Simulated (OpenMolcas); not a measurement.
BNH2 (SMILES B[N]): the energy, rung by rung

The species is BNH2 (4 atoms), meant as a triplet with charge 0. As SMILES, `B[N]`. The shape is that of a GFN2-xTB optimisation.

```xyz
4

B    -0.0357    0.0066   -0.0239
N     1.0418   -0.1917    0.6977
H    -1.0569   -0.4740    0.3346
H     0.0509    0.6591   -1.0083
```

Quantity: the energy change with the B1–H4 bond stretched from 1.184 to 1.480 Å, in eV. The values are calculated.

```tsv
level	kind	program	value (eV)	less FCI/STO-3G	CPU time (all runs)
ROHF/STO-3G	Hartree–Fock	OpenMolcas	1.17	+0.38	4.5 s
UHF/STO-3G	Hartree–Fock	OpenMolcas	1.14	+0.35	3.4 s
USVWN5/STO-3G	LDA	OpenMolcas	0.75	-0.04	14 s
UPBE/STO-3G	GGA	OpenMolcas	0.75	-0.04	12 s
U-r2SCAN/STO-3G	meta-GGA	OpenMolcas	0.84	+0.05	16 s
UM06-2X/STO-3G	hybrid meta-GGA	OpenMolcas	0.95	+0.16	17 s
CASSCF(2,2)/STO-3G	multireference	OpenMolcas	1.17	+0.38	3.3 s
MRCI(2,2)/STO-3G	multireference	OpenMolcas	0.84	+0.05	3.4 s
ROCCSD(T)/STO-3G	coupled cluster or CI	OpenMolcas	0.80	+0.01	4.9 s
FCI/STO-3G	exact in the basis	OpenMolcas	0.79	0.00	7.7 s
```

FCI/STO-3G is exact within its basis and frozen core, so for wave-function methods in that basis the difference is their error; functionals converge differently with the basis, so for them it is only a difference. The first shape isn't each level's own minimum. The values span 0.75 to 1.17 eV. All rows use very small basis sets, so even the best lies far from the true value. Times are those of the runs behind each value, whatever else they computed, on shared processors of several kinds: orders of magnitude only.

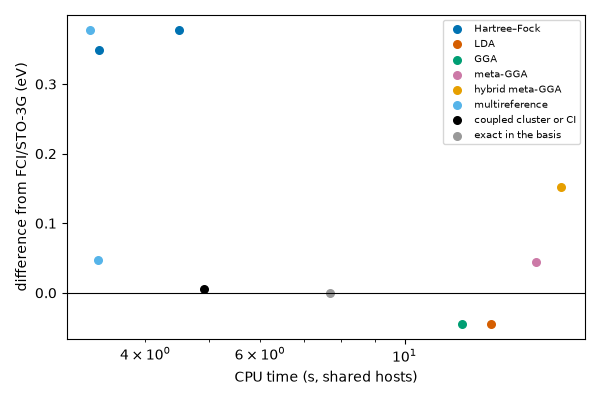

Difference from FCI/STO-3G against processor time, one point a level.
